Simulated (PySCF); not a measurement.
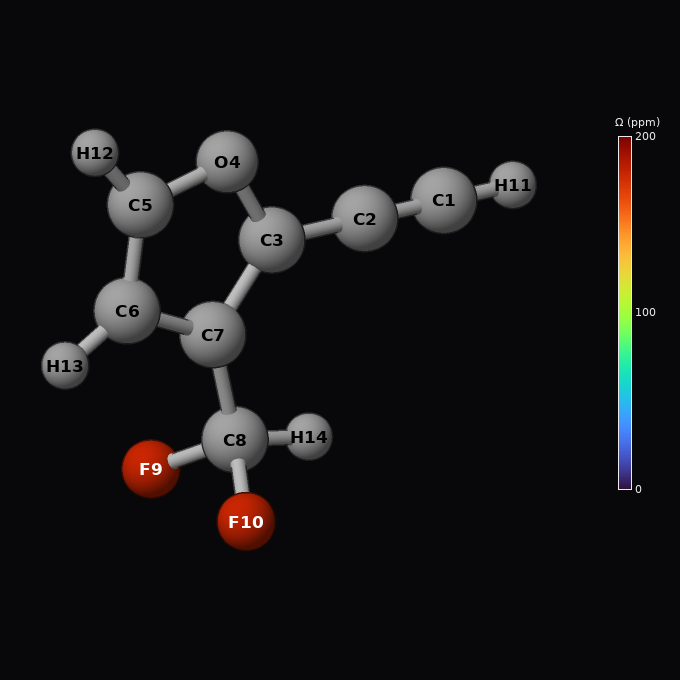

The F atoms are coloured by the span of their shielding tensor. Geometry: an end point of a reaction path computed with GFN2-xTB. Properties computed with GIAO PBE0/pcSseg-1 NMR shielding, non-relativistic, gas phase (PySCF 2.14.0). Principal shieldings σ11 ≤ σ22 ≤ σ33, span Ω = σ33 − σ11, skew κ = 3(σiso − σ22)/Ω.

Give the shielding tensors of the F atoms.

```json
{"atom": "F9", "σ11": "186.8", "σ22": "330.3", "σ33": "367.2", "σiso": "294.8", "Ω": "180.4", "κ": "−0.59"}
{"atom": "F10", "σ11": "190.3", "σ22": "334.1", "σ33": "370.2", "σiso": "298.2", "Ω": "179.9", "κ": "−0.60"}
```

Shieldings and span in ppm.
